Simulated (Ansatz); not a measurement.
# C₆H₁₆O₄Ti: reading failed and doubtful runs

Aim: try 4 inputs for C₆H₁₆O₄Ti as typed, read how each ends, and find what has to change.

Computed with Ansatz 0.2.0, Gaussian basis. Level: the settings change from run to run.

## Step 1: The relaxed structure

The geometry comes from an earlier relaxation with PBE0-D4/def2-TZVP; it is a stationary point, not always the lowest conformer.

SMILES `CC(C)[O][Ti]([OH])([OH])[O]C(C)C`, 27 atoms, charge 0, spin multiplicity 1.

Atoms are counted from 1 here; the program's logs count them from 0.

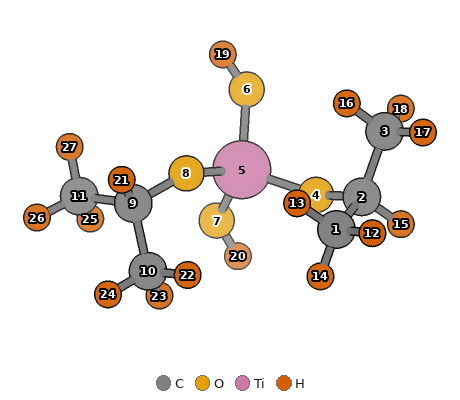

The structure; carbon grey, oxygen amber, titanium pink, hydrogen orange; atoms are numbered from 1 in the order of the file.

## Step 2: Try 1

Contents of in.yaml:

```yaml
crystal:
  periodic: [false, false, false]
  atoms:
    - {symbol: C, position_ang: [-0.118290, 1.002234, -2.588847]}
    - {symbol: C, position_ang: [-0.112719, 2.170537, -1.427827]}
    - {symbol: C, position_ang: [1.302404, 2.829401, -1.417489]}
    - {symbol: O, position_ang: [-0.482383, 1.835540, -0.215904]}
    - {symbol: Ti, position_ang: [0.036475, 0.767164, 1.354402]}
    - {symbol: O, position_ang: [1.153376, 1.521010, 2.401513]}
    - {symbol: O, position_ang: [-1.547565, 0.502058, 2.256052]}
    - {symbol: O, position_ang: [0.588733, -0.889737, 0.727469]}
    - {symbol: C, position_ang: [0.299151, -2.175993, 0.629269]}
    - {symbol: C, position_ang: [-1.112514, -2.379839, -0.378357]}
    - {symbol: C, position_ang: [-0.114706, -2.727374, 1.956375]}
    - {symbol: H, position_ang: [-0.013222, 1.374623, -3.388433]}
    - {symbol: H, position_ang: [0.488524, 0.400306, -2.092891]}
    - {symbol: H, position_ang: [-0.893246, 0.617519, -2.464596]}
    - {symbol: H, position_ang: [-0.656713, 2.853561, -1.718783]}
    - {symbol: H, position_ang: [2.111241, 2.125428, -1.290646]}
    - {symbol: H, position_ang: [1.647705, 3.179571, -2.409760]}
    - {symbol: H, position_ang: [1.452778, 3.613814, -0.711412]}
    - {symbol: H, position_ang: [2.125782, 1.090806, 2.596904]}
    - {symbol: H, position_ang: [-2.403962, 0.992395, 2.040774]}
    - {symbol: H, position_ang: [1.036067, -2.769038, 0.130205]}
    - {symbol: H, position_ang: [-0.902890, -1.935361, -1.157168]}
    - {symbol: H, position_ang: [-1.920755, -1.977333, 0.248131]}
    - {symbol: H, position_ang: [-1.200449, -3.479024, -0.431038]}
    - {symbol: H, position_ang: [-0.831257, -2.448111, 2.527975]}
    - {symbol: H, position_ang: [-0.490057, -3.868801, 2.174819]}
    - {symbol: H, position_ang: [0.903873, -2.481962, 2.771946]}
basis:
  gaussian: {orbitals: cc-pVDZ, fitting: {mean_field: cc-pVTZ-jkfit}}
total_charge: 1
magnetization: {spin_polarized: true, initial_magnetization: 1}
hamiltonian: {xc: {name: r2SCAN0}}
accuracy: high
output: {forces: true}
```

On the command line:

```bash
$ ansatz run in.yaml --threads 10 --pin off --events-out ev --progress --plain --max-ram 110592MiB --backend cpu
```

What it wrote:

```text
Functional definition: r2SCAN0
  name "r2SCAN0"
  cite "Bursch, Neugebauer, Ehlert & Grimme, J. Chem. Phys. 156, 134105 (2022) doi:10.1063/5.0086040"
  cite "Furness, Kaplan, Ning, Perdew & Sun, J. Phys. Chem. Lett. 11, 8208 (2020) doi:10.1021/acs.jpclett.0c02405"
  cite "Furness, Kaplan, Ning, Perdew & Sun, J. Phys. Chem. Lett. 11, 9248 (2020) doi:10.1021/acs.jpclett.0c03077"
  parent r2scan
  parameter a = 0.25
  parameter k0 = 0.174
  parameter k1 = 0.065
  parameter a1 = 4.9479
  exchange = (1 - a)*r2scan_x(k0 = k0, k1 = k1, a1 = a1) + a*exact_x
  correlation = r2scan_c
Error: <dir> the basis set cc-pVTZ-JKFIT has no functions for Ti
```

Run time: 0.2 s. Hardware: 10 threads of AMD EPYC 7R13, shared host.

What is wrong: The program refused the input. The fitting set named has no entry for an element of this molecule. Cure: leave the fitting key out, or name a set that covers all elements and suits the basis. The input also asks for charge 1 and multiplicity 2, not those of the species named; set them back first. Its coordinates are also moved off the relaxed structure.

## Step 3: Try 2

Contents of in.yaml:

```yaml
crystal:
  periodic: [false, false, false]
  atoms:
    - {symbol: C, position_ang: [-0.236561, 1.973991, -4.585889]}
    - {symbol: C, position_ang: [-0.047134, 4.171686, -2.756755]}
    - {symbol: C, position_ang: [2.562868, 5.354377, -2.734458]}
    - {symbol: O, position_ang: [-0.696604, 3.376594, -0.311516]}
    - {symbol: Ti, position_ang: [-0.117864, 1.454529, 2.384979]}
    - {symbol: O, position_ang: [2.370217, 2.847811, 4.295193]}
    - {symbol: O, position_ang: [-3.013331, 1.172548, 4.199495]}
    - {symbol: O, position_ang: [0.877222, -1.606541, 1.413185]}
    - {symbol: C, position_ang: [0.264778, -4.189141, 1.251599]}
    - {symbol: C, position_ang: [-2.022483, -4.541692, -0.438488]}
    - {symbol: C, position_ang: [-0.148492, -5.257861, 3.877780]}
    - {symbol: H, position_ang: [0.178778, 2.590998, -6.511974]}
    - {symbol: H, position_ang: [1.111111, 0.497391, -4.064667]}
    - {symbol: H, position_ang: [-2.134618, 1.165927, -4.553710]}
    - {symbol: H, position_ang: [-1.432323, 5.619670, -3.300371]}
    - {symbol: H, position_ang: [3.984564, 3.939091, -2.237856]}
    - {symbol: H, position_ang: [3.030361, 6.123083, -4.592937]}
    - {symbol: H, position_ang: [2.654235, 6.877298, -1.347509]}
    - {symbol: H, position_ang: [3.933471, 2.092201, 4.802748]}
    - {symbol: H, position_ang: [-4.637823, 1.870139, 3.813193]}
    - {symbol: H, position_ang: [1.895453, -5.134498, 0.382013]}
    - {symbol: H, position_ang: [-1.684152, -3.720970, -2.300171]}
    - {symbol: H, position_ang: [-3.669423, -3.617317, 0.400072]}
    - {symbol: H, position_ang: [-2.451211, -6.547343, -0.675484]}
    - {symbol: H, position_ang: [-1.744488, -4.310342, 4.784596]}
    - {symbol: H, position_ang: [-0.547261, -7.281698, 3.786796]}
    - {symbol: H, position_ang: [1.528531, -4.977375, 5.046217]}
basis:
  gaussian: {orbitals: "6-31G*"}
total_charge: 1
magnetization: {spin_polarized: true, initial_magnetization: 1}
hamiltonian: {xc: {name: wB97M-V}}
```

The command is unchanged.

What it wrote:

```text
Functional definition: wB97M-V
  name "wB97M-V"
  cite "Mardirossian & Head-Gordon, J. Chem. Phys. 144, 214110 (2016) doi:10.1063/1.4952647"
  cite "Becke, J. Chem. Phys. 107, 8554 (1997) doi:10.1063/1.475007"
  cite "Vydrov & Van Voorhis, J. Chem. Phys. 133, 244103 (2010) doi:10.1063/1.3521275"
  # Of w^i u^j: cxij and so on, Table III.
  parameter omega = 0.3/bohr
  parameter cx = 0.15
  parameter cx01 = 1.007
  parameter cx10 = 0.259
  parameter css00 = 0.443
  parameter css04 = -1.437
  parameter css10 = -4.535
  parameter css20 = -3.390
  parameter css43 = 4.278
  parameter cos00 = 1.000
  parameter cos10 = 1.358
  parameter cos20 = 2.924
  parameter cos21 = -8.812
  parameter cos60 = -1.390
  parameter cos61 = 9.142
  parameter b = 6.0
  parameter c = 0.01
  gx(w, u) = 1 - cx + cx01*u + cx10*w
  gss(w, u) = css00 + css04*u^4 + css10*w + css20*w^2 + css43*w^4*u^3
  gos(w, u) = cos00 + cos10*w + (cos20 + cos21*u)*w^2 + (cos60 + cos61*u)*w^6
  exchange = spin_sum(e_x_unif_sr(omega)*gx(b97_w, b97_u_x)) + cx*exact_x_sr(omega) + exact_x_lr(omega)
  correlation = spin_sum(e_c_pw_mod_same_spin*gss(b97_w, b97_u_same))
      + integral(e_c_pw_mod_opposite_spin*gos(b97_w_opposite, b97_u_opposite)) + vv10(b, c)
2244 factors; integrals over basis functions are off by at most 7.4e-4 eV
561 factors; integrals over basis functions are off by at most 1.1e-4 eV
mean field evaluation 1: about -37562.3183 eV, gradient 1.2e2 eV
mean field evaluation 2: about -35999.2315 eV, gradient 4.3e2 eV
mean field evaluation 4: about -36862.4137 eV, gradient 2.5e2 eV
mean field evaluation 8: about -37658.1502 eV, gradient 4.2e0 eV
mean field evaluation 16: about -37673.3660 eV, gradient 9.4e-1 eV
mean field evaluation 32: about -37673.7239 eV, gradient 5.0e-1 eV
Error: SIGTERM received: run cancelled behind 52 evaluations of the mean field
```

Run time: 91 s. Hardware: 10 threads of AMD EPYC 7R13, shared host.

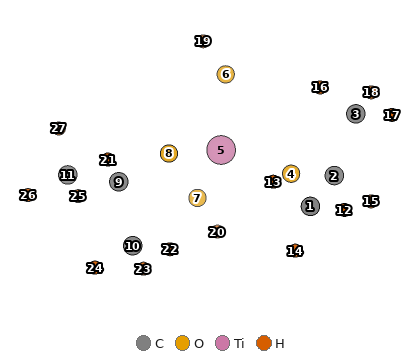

The geometry of this input.

**Diagnosis.** Time ran out. The coordinates are in bohr but typed as ångström. The shortest distance is 1.81 Å (O6–H19), against 0.96 Å in the relaxed molecule. It also asks for charge 1 and multiplicity 2, another species or state than the molecule above. Fix: multiply the coordinates by 0.529177, or take them from the file in ångström, and set charge and spin to those of the species named.

## Step 4: Try 3

Contents of in.yaml:

```yaml
crystal:
  periodic: [false, false, false]
  atoms:
    - {symbol: C, position_ang: [-0.087628, 0.731213, -1.698723]}
    - {symbol: C, position_ang: [-0.014965, 1.324536, -0.875287]}
    - {symbol: C, position_ang: [0.813727, 1.700048, -0.868207]}
    - {symbol: O, position_ang: [-0.221176, 1.072089, -0.098908]}
    - {symbol: Ti, position_ang: [-0.043660, 0.461822, 0.757246]}
    - {symbol: O, position_ang: [0.877985, 0.904198, 1.363750]}
    - {symbol: O, position_ang: [-0.956751, 0.434340, 1.555593]}
    - {symbol: O, position_ang: [0.278523, -0.510087, 0.523478]}
    - {symbol: C, position_ang: [0.098080, -1.551758, 0.397390]}
    - {symbol: C, position_ang: [-0.749176, -1.442015, -0.139223]}
    - {symbol: C, position_ang: [-0.055005, -1.947637, 1.231219]}
    - {symbol: H, position_ang: [0.066223, 0.822658, -2.412191]}
    - {symbol: H, position_ang: [0.352785, 0.184245, -1.290557]}
    - {symbol: H, position_ang: [-0.677754, 0.370189, -1.445831]}
    - {symbol: H, position_ang: [-0.530567, 2.081660, -1.222536]}
    - {symbol: H, position_ang: [1.265124, 1.250686, -0.828955]}
    - {symbol: H, position_ang: [1.122518, 1.944117, -1.701334]}
    - {symbol: H, position_ang: [0.842736, 2.183585, -0.427843]}
    - {symbol: H, position_ang: [1.248902, 0.664287, 1.779053]}
    - {symbol: H, position_ang: [-1.472538, 0.692744, 1.412498]}
    - {symbol: H, position_ang: [0.702121, -1.630235, 0.121292]}
    - {symbol: H, position_ang: [-0.623850, -1.181431, -0.852038]}
    - {symbol: H, position_ang: [-1.165065, -1.339941, 0.148196]}
    - {symbol: H, position_ang: [-0.778275, -2.425292, -0.214470]}
    - {symbol: H, position_ang: [-0.553886, -1.368560, 1.772329]}
    - {symbol: H, position_ang: [-0.202718, -2.311984, 1.402720]}
    - {symbol: H, position_ang: [0.566204, -1.843739, 1.602205]}
basis:
  gaussian: {orbitals: def2-mTZVPP}
hamiltonian: {xc: {name: HF}}
correlation: {method: ccsd}
```

On the command line:

```bash
$ ansatz run in.yaml --threads 10 --pin off --events-out ev --progress --plain --max-ram 110592MiB --backend cuda --devices 0, --max-vram 75GiB
```

What it wrote, shortened:

```text
Functional definition: HF
  name "HF"
  cite "Fock, Z. Phys. 61, 126 (1930) doi:10.1007/BF01340294"
  parent pbe
[...]
2989 factors; integrals over basis functions are off by at most 4.7e-4 eV
[...]
mean field -37348.84400528 eV, -1372.5447012385 hartree, gradient 1.8e-6 eV, S^2 0.000000; 1 other end points of the search recorded, 0 dependent functions left out
15 core orbitals not correlated: weight in the atoms' cores, before any rotation towards them, 1.000 or more for the frozen orbitals, at most 0.000 for the correlated occupied ones
reference -37348.84400528 eV, -1372.5447012385 hartree; 38, 38 occupied and 270, 270 virtual orbitals, 2989 factors
second order -62.06313149 eV of doubles, -0.00000000 eV of singles
cycle   1  -58.97036533 eV  change     3.1e0 eV  update   2.2e-1
[...]
cycle  16  -61.17224965 eV  change   -2.3e-5 eV  update   1.3e-5
Total energy: -37410.01625494 eV, -1374.7927399491 hartree
```

Run time: 5.5 s. Hardware: 1 × H100 with 10 threads of AMD EPYC 7R13, shared host.

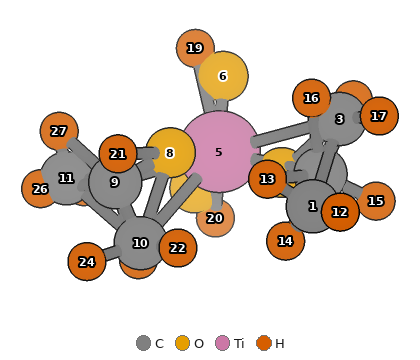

The geometry of this input.

**Diagnosis.** It ended without an error, which proves nothing about the input. The geometry is squeezed well below its size. The shortest distance is 0.43 Å (C11–H26), against 0.96 Å in the relaxed molecule. Its energy is no property of the relaxed molecule. To mend it, use the relaxed coordinates.

## Step 5: Try 4

Contents of in.yaml:

```yaml
crystal:
  periodic: [false, false, false]
  atoms:
    - {symbol: C, position_ang: [-0.115168, 0.961023, -2.232607]}
    - {symbol: C, position_ang: [-0.022947, 2.030956, -1.342106]}
    - {symbol: C, position_ang: [1.247714, 2.606740, -1.331251]}
    - {symbol: O, position_ang: [-0.339137, 1.643871, -0.151659]}
    - {symbol: Ti, position_ang: [-0.057381, 0.708127, 1.161110]}
    - {symbol: O, position_ang: [1.153923, 1.386437, 2.091084]}
    - {symbol: O, position_ang: [-1.467019, 0.570847, 2.044494]}
    - {symbol: O, position_ang: [0.427069, -0.782133, 0.687999]}
    - {symbol: C, position_ang: [0.128905, -2.039453, 0.609332]}
    - {symbol: C, position_ang: [-0.984631, -2.211090, -0.213475]}
    - {symbol: C, position_ang: [-0.072292, -2.559752, 1.887869]}
    - {symbol: H, position_ang: [0.087037, 1.261409, -3.170308]}
    - {symbol: H, position_ang: [0.540936, 0.242151, -1.978854]}
    - {symbol: H, position_ang: [-1.039223, 0.567623, -2.216941]}
    - {symbol: H, position_ang: [-0.697316, 2.735896, -1.606762]}
    - {symbol: H, position_ang: [1.939856, 1.917718, -1.089484]}
    - {symbol: H, position_ang: [1.475310, 2.980979, -2.236039]}
    - {symbol: H, position_ang: [1.292195, 3.348163, -0.656025]}
    - {symbol: H, position_ang: [1.914982, 1.018573, 2.338183]}
    - {symbol: H, position_ang: [-2.257891, 0.910464, 1.856426]}
    - {symbol: H, position_ang: [0.922788, -2.499694, 0.185980]}
    - {symbol: H, position_ang: [-0.819917, -1.811527, -1.119822]}
    - {symbol: H, position_ang: [-1.786432, -1.761065, 0.194772]}
    - {symbol: H, position_ang: [-1.193354, -3.187527, -0.328855]}
    - {symbol: H, position_ang: [-0.849292, -2.098459, 2.329346]}
    - {symbol: H, position_ang: [-0.266430, -3.545043, 1.843574]}
    - {symbol: H, position_ang: [0.744154, -2.423199, 2.456715]}
basis:
  gaussian: {orbitals: 6-31G}
magnetization: {spin_polarized: true, initial_magnetization: 1}
hamiltonian: {xc: {name: LC-wPBE}}
output: {forces: true}
```

On the command line:

```bash
$ ansatz run in.yaml --threads 10 --pin off --events-out ev --progress --plain --max-ram 110592MiB --backend cpu
```

What it wrote:

```text
Error: a molecule whose nuclei and cores have a total charge of 106 cannot have a net charge of 0 together with 1 unpaired electrons
```

Run time: 0.05 s. Hardware: 10 threads of AMD EPYC 7R13, shared host.

**Diagnosis.** Refused before any calculation. The number of unpaired electrons doesn't fit the electron count. Its coordinates are also moved off the relaxed structure. Fix: make charge and initial_magnetization agree: an even electron count takes an even number of unpaired electrons.

## Step 6: Summary

| try | level | ended | cause | time |
| --- | --- | --- | --- | --- |
| 1 | r2SCAN0/cc-pVDZ | refused | the fitting set named has no entry for an element of this molecule | 0.2 s |
| 2 | wB97M-V/6-31G* | timeout | the coordinates are in bohr but typed as ångström | 91 s |
| 3 | CCSD/def2-mTZVPP | converged | the geometry is squeezed well below its size | 5.5 s |
| 4 | LC-wPBE/6-31G | refused | the number of unpaired electrons doesn't fit the electron count | 0.05 s |

**Reading.** 2 refused, 1 timeout, 1 converged. A refusal costs next to no computing time. The dangerous case is the input that converges on a wrong geometry, charge, spin, basis or grid: often only a look at the input shows it.
